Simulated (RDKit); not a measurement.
## Run report: SiPN2H7, property calculation

SiPN2H7, SMILES NP(N)[SiH3], computed with EHT (RDKit 2026.09.1).

The geometry comes from this level: GFN2-xTB.

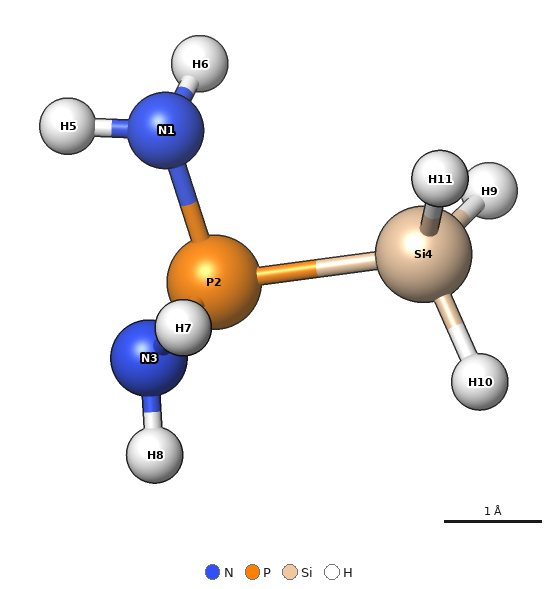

Figure 1. The structure as given in the input (ball-and-stick view, seen at a tilt; atoms are numbered from 1 in the order of the input). Bond lengths as drawn: H–N 1.01 to 1.02 Å, H–Si 1.46 to 1.47 Å, N–P 1.70 to 1.72 Å and P–Si 2.27 Å.

### Input (ff.py)
```python
import json
import numpy as np
from rdkit import Chem
from rdkit.Chem import AllChem
from rdkit.Chem import rdDetermineBonds
from rdkit.Chem import rdEHTTools

m = Chem.MolFromXYZFile("mol.xyz")
symbols = [a.GetSymbol() for a in m.GetAtoms()]
start = m.GetConformer().GetPositions().copy()

ok, res = rdEHTTools.RunMol(m, keepOverlapAndHamiltonianMatrices=True)
if not ok:
    raise RuntimeError("the extended Hueckel run failed")
eps = np.array(res.GetOrbitalEnergies())
nel = res.numElectrons
homo = (nel + 1) // 2 - 1
print(f"{res.numOrbitals} orbitals, {nel} valence electrons, sum of one-electron energies {res.totalEnergy:.4f} eV")
for i in range(max(0, homo - 8), min(len(eps), homo + 4)):
    print(f"{i + 1:4d} {eps[i]:10.4f} eV", "(HOMO)" if i == homo else "(LUMO)" if i == homo + 1 else "")
q = np.array(res.GetAtomicCharges())
print("Mulliken charges:", " ".join(f"{a}{i + 1}={c:+.3f}" for i, (a, c) in enumerate(zip(symbols, q))))
op = res.GetReducedOverlapPopulationMatrix()
pairs = [(k, i, op[i * (i + 1) // 2 + k]) for i in range(len(symbols)) for k in range(i) if abs(op[i * (i + 1) // 2 + k]) > 0.1]
print("reduced overlap populations above 0.1")
for k, i, p in pairs:
    print(f"  {symbols[k]}{k + 1}-{symbols[i]}{i + 1} {p:7.3f}")
json.dump(dict(symbols=symbols, start=start.tolist(), energy=res.totalEnergy * 23.060548, homo=eps[homo], lumo=eps[homo + 1] if homo + 1 < len(eps) else None, orbital_energies=eps.round(4).tolist(), charges_mulliken=q.tolist(), bond_orders=[[k + 1, i + 1, round(p, 4)] for k, i, p in pairs], nel=nel), open("results.json", "w"))
```

### File mol.xyz
```
11

N     -0.660210     1.499750     0.328100
P     -0.965710    -0.190370     0.176080
N     -0.254830    -0.610620     1.665340
Si     0.664010    -0.573790    -1.352770
H     -1.197490     1.867550     1.109130
H     -0.953910     1.989710    -0.510980
H      0.723920    -0.355260     1.748980
H     -0.389200    -1.584800     1.898810
H      0.140900    -0.257430    -2.680830
H      1.015620    -1.996780    -1.283640
H      1.876900     0.212050    -1.098200
```

Machine: 1 thread of Intel Xeon @ 2.50GHz (Skylake/Cascade Lake), 12 GiB of memory available, shared host.

Run as:
```bash
python ff.py
```

### What the program printed
```
23 orbitals, 26 valence electrons, sum of one-electron energies -461.9100 eV
   5   -17.0762 eV
   6   -16.8633 eV
   7   -15.4704 eV
   8   -15.3467 eV
   9   -14.9227 eV
  10   -14.5998 eV
  11   -14.4775 eV
  12   -12.9017 eV
  13   -11.2415 eV (HOMO)
  14    -0.4238 eV (LUMO)
  15     1.9441 eV
  16     2.3493 eV
Mulliken charges: N1=-0.826 P2=+0.417 N3=-0.767 Si4=+0.851 H5=+0.256 H6=+0.256 H7=+0.238 H8=+0.255 H9=-0.218 H10=-0.225 H11=-0.238
reduced overlap populations above 0.1
  N1-P2   0.543
  P2-N3   0.624
  P2-Si4   0.850
  N1-H5   0.712
  N1-H6   0.707
  P2-H7  -0.116
  N3-H7   0.735
  N3-H8   0.709
  Si4-H9   0.731
  Si4-H10   0.729
  Si4-H11   0.730
```

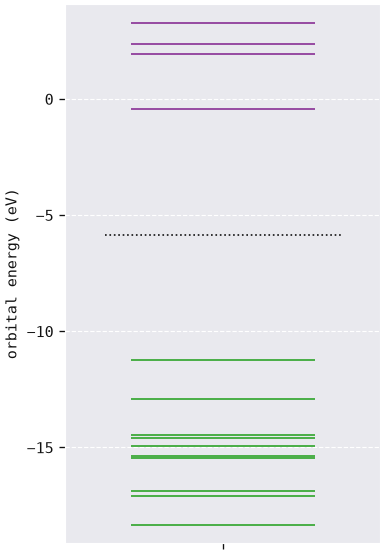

Figure 2. Orbital energies near the frontier; the dotted line parts filled from empty levels, and levels within 0.02 eV of each other stand side by side. Highest filled −11.24 eV, lowest empty −0.42 eV, 10.82 eV apart.

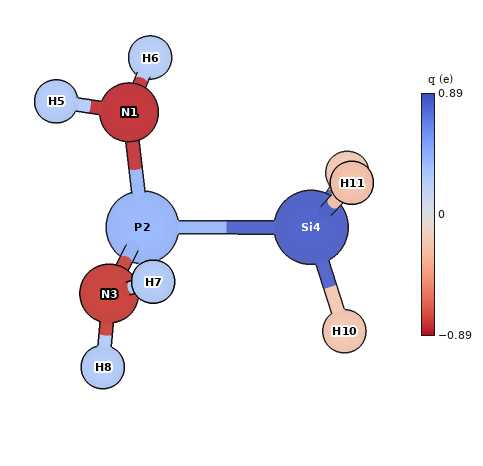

Figure 3. Mulliken charges, as the colour of each atom (ball-and-stick view, seen at a tilt; atoms are numbered from 1 in the order of the input). By element: N −0.83 to −0.77, P +0.42, Si +0.85 and H −0.24 to +0.26 e.

### Key numbers

- outcome: converged
- total energy: −16.974877 hartree
- HOMO: −11.24 eV
- LUMO: −0.42 eV
- peak memory: 0.073 GiB
